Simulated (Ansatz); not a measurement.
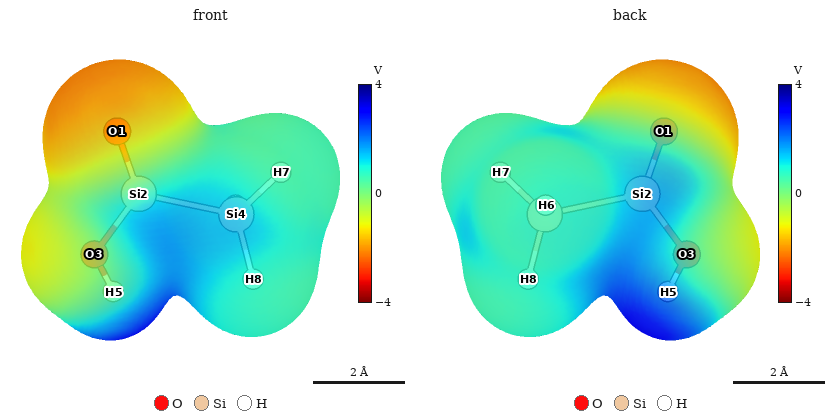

*H4O2Si2 (SMILES O=[Si](O)[SiH3]). The electrostatic potential painted on the density surface at 0.002 e/bohr³, seen from the front and from behind; the colour scale runs from red (negative) to blue (positive).*

Level of theory: RKS PBE-D4/def2-SVP in Ansatz 0.2.0.

```xyz
8

O     1.2356   -1.5895    1.3487
Si    0.8312   -0.3958    0.4497
O     1.9217    0.7036   -0.1608
Si   -1.3646    0.0539   -0.2809
H     1.5464    1.4301   -0.6922
H    -1.5604   -0.6223   -1.6106
H    -2.3435   -0.4795    0.7218
H    -1.5532    1.5364   -0.4662
```

Where is the surface potential most negative and most positive?

The most negative region (about −2.2 V) lies over O1, the most positive (about +3.1 V) over H5. O1 is the likeliest acceptor of a hydrogen bond.
